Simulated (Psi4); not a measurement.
# BHLYP/def2-TZVPP run of BHF2 (SMILES FBF)

What is the vertical ionisation energy of BHF2 at BHLYP/def2-TZVPP? The job is set up through a Python script.

The calculation is run with Psi4 1.11.

1 further run of the same task is left out (set aside as unsound or not needed).

## (1) The molecule

The species is BHF2 (4 atoms), meant as a singlet with charge 0. SMILES: `FBF`. The coordinates come from a PBE0-D4/def2-TZVP relaxation.

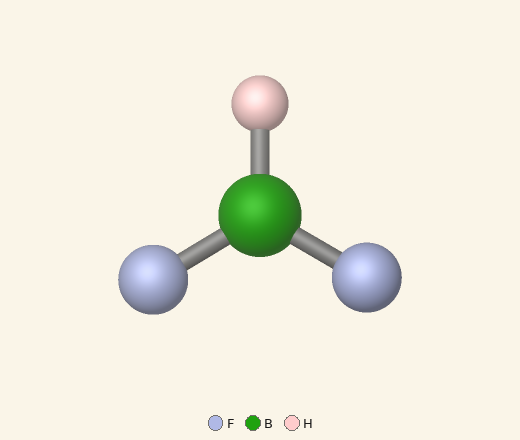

Viewed from a chosen angle; fluorine light blue, boron green, hydrogen pink.

## (2) Energy and forces at BHLYP/def2-TZVPP

Input file job.py:

```python
import psi4

psi4.set_memory('1600 MB')
psi4.set_num_threads(1)
psi4.set_output_file('run.log', False)

molecule = psi4.geometry("""
F      1.154300     0.456900    -0.361900
B     -0.001900    -0.031000     0.025200
F     -1.095400     0.528700    -0.438900
H     -0.057000    -0.954600     0.775600
symmetry c1
""")

psi4.set_options({
    'basis': 'def2-TZVPP',
    'puream': True,
    'e_convergence': 1e-09,
    'd_convergence': 1e-08,
    'scf_type': 'pk',
    'dft_radial_points': 99,
    'dft_spherical_points': 590,
})

result = psi4.gradient("bhhlyp", molecule=molecule)
print('gradient / Eh bohr^-1')
print(result.np.round(6))
```

On the command line:

```bash
python job.py
```

run.log (excerpt; [...] marks lines left out):

```text
[...]
  Running in c1 symmetry.
[...]
  Nuclear repulsion =   61.888554759542060
[...]
  Multiplicity = 1
[...]
  Nalpha       = 12
  Nbeta        = 12
[...]
    Number of basis functions: 107
[...]
   @RKS iter   1:  -225.21216252031309   -6.59130e-01   4.23775e-03 ADIIS/DIIS
[...]
   @RKS iter  10:  -225.26995877022767   -2.04636e-12   1.50121e-09 DIIS
[...]
    Orbital Energies [Eh]
    ---------------------
    Doubly Occupied:
       1A    -25.332649     2A    -25.332611     3A     -7.197723
       4A     -1.413273     5A     -1.383322     6A     -0.694484
       7A     -0.640977     8A     -0.618876     9A     -0.595384
      10A     -0.542071    11A     -0.530389    12A     -0.462735
[...]
  @RKS Final Energy:  -225.26995877022767
   => Energetics <=
    Nuclear Repulsion Energy =             61.8885547595420604
    One-Electron Energy =                -435.3670136234065922
    Two-Electron Energy =                 161.3584977247330983
    DFT Exchange-Correlation Energy =     -13.1499976310962357
    Empirical Dispersion Energy =           0.0000000000000000
    VV10 Nonlocal Energy =                  0.0000000000000000
    Total Energy =                       -225.2699587702276744
[...]
 Multipole Moments:
 ------------------------------------------------------------------------------------
     Multipole            Electronic (a.u.)      Nuclear  (a.u.)        Total (a.u.)
 ------------------------------------------------------------------------------------
 L = 1.  Multiply by 2.5417464519 to convert [e a0] to [Debye]
 Dipole X            :          0.0487628           -0.0675938           -0.0188310
 Dipole Y            :          0.8208811           -1.1322755           -0.3113944
 Dipole Z            :         -0.6669258            0.9199550            0.2530291
 Magnitude           :                                                    0.4016775
[...]
  -Total Gradient:
     Atom            X                  Y                   Z
    ------   -----------------  -----------------  -----------------
       1        0.007985696542     0.002969004455    -0.002349292911
       2       -0.000160366688    -0.001382922335     0.001128147031
       3       -0.007530251799     0.003434201011    -0.002855962955
       4       -0.000295885869    -0.005033795800     0.004088097856
[...]
```

On the terminal:

```text
gradient / Eh bohr^-1
[[ 0.007986  0.002969 -0.002349]
 [-0.00016  -0.001383  0.001128]
 [-0.00753   0.003434 -0.002856]
 [-0.000296 -0.005034  0.004088]]
```

Wall time 12 s (1 thread of Intel Xeon 6975P-C (Granite Rapids), shared host); peak memory 0.58 GiB.

## (3) The doublet cation at the same level

Input file run.py:

```python
import psi4

psi4.set_memory('1600 MB')
psi4.set_num_threads(1)
psi4.set_output_file('psi4.out', False)

mol = psi4.geometry("""
1 2
F      1.154300     0.456900    -0.361900
B     -0.001900    -0.031000     0.025200
F     -1.095400     0.528700    -0.438900
H     -0.057000    -0.954600     0.775600
units angstrom
symmetry c1
no_reorient
no_com
""")

psi4.set_options({
    'basis': 'def2-TZVPP',
    'reference': 'uks',
    'puream': True,
    'e_convergence': 1e-09,
    'd_convergence': 1e-08,
    'scf_type': 'pk',
    'dft_radial_points': 99,
    'dft_spherical_points': 590,
    'maxiter': 200,
})

E, wfn = psi4.gradient("bhhlyp", return_wfn=True)
print('gradient / Eh bohr^-1')
print(E.np.round(6))
print(f'energy = {wfn.energy():.10f} Eh')
for k, v in sorted(psi4.core.scalar_variables().items()):
    print(f'{k:45s} {v:18.10f}')
```

On the command line:

```bash
python run.py
```

psi4.out (excerpt; [...] marks lines left out):

```text
[...]
  Running in c1 symmetry.
[...]
  Nuclear repulsion =   61.888554759542060
[...]
  Multiplicity = 2
[...]
  Nalpha       = 12
  Nbeta        = 11
[...]
    Number of basis functions: 107
[...]
   @UKS iter   1:  -224.68012319209038   -1.27091e-01   3.65201e-03 ADIIS/DIIS
[...]
   @UKS iter  15:  -224.74024895526807   -1.13971e-11   7.11968e-09 DIIS
[...]
   @S^2 Observed:                7.612192236E-01
[...]
  @UKS Final Energy:  -224.74024895526807
   => Energetics <=
    Nuclear Repulsion Energy =             61.8885547595420604
    One-Electron Energy =                -427.2132441412765047
    Two-Electron Energy =                 153.5115398534389044
    DFT Exchange-Correlation Energy =     -12.9270994269725179
    Empirical Dispersion Energy =           0.0000000000000000
    VV10 Nonlocal Energy =                  0.0000000000000000
    Total Energy =                       -224.7402489552680720
[...]
 Multipole Moments:
 ------------------------------------------------------------------------------------
     Multipole            Electronic (a.u.)      Nuclear  (a.u.)        Total (a.u.)
 ------------------------------------------------------------------------------------
 L = 1.  Multiply by 2.5417464519 to convert [e a0] to [Debye]
 Dipole X            :         -0.9125448            0.8760770           -0.0364677
 Dipole Y            :        -15.2785015           14.6657865           -0.6127150
 Dipole Z            :         12.4137136          -11.9158571            0.4978565
 Magnitude           :                                                    0.7903232
[...]
  -Total Gradient:
     Atom            X                  Y                   Z
    ------   -----------------  -----------------  -----------------
       1        0.022006130517     0.039695230797    -0.032091151255
       2       -0.007668883374    -0.128052822976     0.104044550377
       3       -0.017155743515     0.040924051986    -0.033414427398
       4        0.002817687830     0.047420015312    -0.038527972823
[...]
```

The script printed:

```text
gradient / Eh bohr^-1
[[ 0.022006  0.039695 -0.032091]
 [-0.007669 -0.128053  0.104045]
 [-0.017156  0.040924 -0.033414]
 [ 0.002818  0.04742  -0.038528]]
energy = -224.7402489553 Eh
CURRENT ENERGY                                   -224.7402489553
CURRENT REFERENCE ENERGY                         -224.7402489553
DD SOLVATION ENERGY                                 0.0000000000
DFT FUNCTIONAL TOTAL ENERGY                      -224.7402489553
DFT TOTAL ENERGY                                 -224.7402489553
DFT VV10 ENERGY                                     0.0000000000
DFT XC ENERGY                                     -12.9270994270
GRID ELECTRONS ALPHA                               12.0000001264
GRID ELECTRONS BETA                                11.0000000930
GRID ELECTRONS TOTAL                               23.0000002194
NUCLEAR REPULSION ENERGY                           61.8885547595
ONE-ELECTRON ENERGY                              -427.2132441413
PCM POLARIZATION ENERGY                             0.0000000000
PE ENERGY                                           0.0000000000
SCF ITERATION ENERGY                             -224.7402489553
SCF ITERATIONS                                     15.0000000000
SCF TOTAL ENERGY                                 -224.7402489553
TWO-ELECTRON ENERGY                               153.5115398534
XC GRID RADIAL POINTS                              99.0000000000
XC GRID SPHERICAL POINTS                          590.0000000000
XC GRID TOTAL POINTS                           226790.0000000000
```

It took 19 s on 1 thread of Intel Xeon 6975P-C (Granite Rapids), shared host; peak memory 0.58 GiB.

## (4) Results

At BHLYP/def2-TZVPP:

```
                                          quantity          value
                        singlet BHF2: total energy  -225.26996 Eh
                       singlet BHF2: dipole moment         1.02 D
                         singlet BHF2: HOMO energy      -12.59 eV
                         singlet BHF2: LUMO energy        0.63 eV
                       singlet BHF2: HOMO–LUMO gap       13.22 eV
            singlet BHF2: largest force on an atom     0.454 eV/Å
                      doublet cation: total energy  -224.74025 Eh
doublet cation: HOMO energy (highest over α and β)      -22.04 eV
 doublet cation: LUMO energy (lowest over α and β)      -16.23 eV
                              doublet cation: ⟨S²⟩          0.761
          doublet cation: largest force on an atom     8.493 eV/Å
vertical ionisation energy (to the doublet cation)      14.414 eV
```

In words: Removing an electron at fixed nuclei costs 14.41 eV (332 kcal/mol). The largest force (singlet BHF2) is 0.45 eV/Å: the shape isn't a stationary point for this species at this level. −ε(HOMO) before ionisation, 12.59 eV, is 1.82 eV below this ionisation energy.
